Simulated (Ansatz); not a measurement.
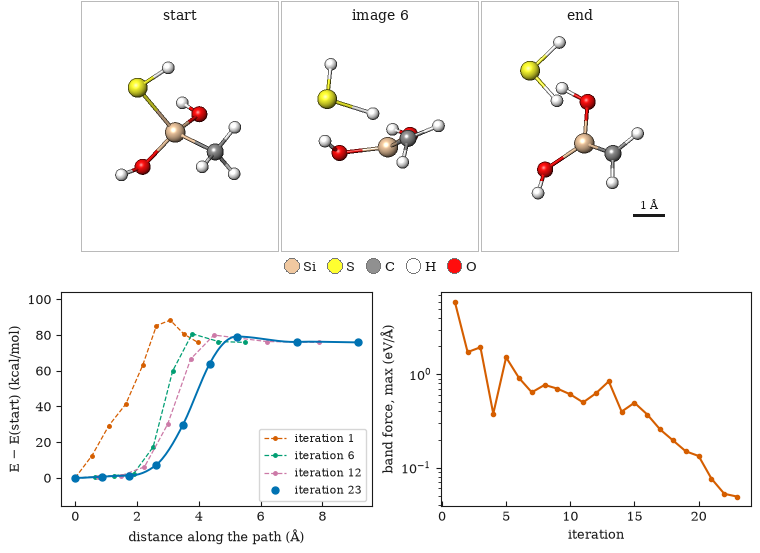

NEB run on CH₆O₂SSi. Images are numbered from 0 (start) to 8 (end). The plot follows the band through its iterations. The picture is a ball-and-stick view, seen from a free direction.

Method: RKS B3LYP-D4/6-31G* (Ansatz 0.2.0). Run with 7 movable images; climbing image; force threshold 0.05 eV/Å; iteration limit 60; starting path through a guess of the saddle point.

Question: Judge this run.

Answer: The result is final at these settings. The band converged in 23 iterations. The largest component of the band force went from 6 to 0.049 eV/Å. The climbing image converged on the top of the path. Its vibrational analysis gives one imaginary mode (998i cm⁻¹), as a transition state must have. The first iteration put the highest image at 88.3 kcal/mol. Forward barrier 79.2 kcal/mol, backward barrier 3.3 kcal/mol, with image 6 at the top; the reaction energy is +75.9 kcal/mol.

Cost: 6.4 min on 2 threads of Intel(R) Xeon(R) Platinum 8488C (Sapphire Rapids), on a shared host, peak memory 0.23 GiB.
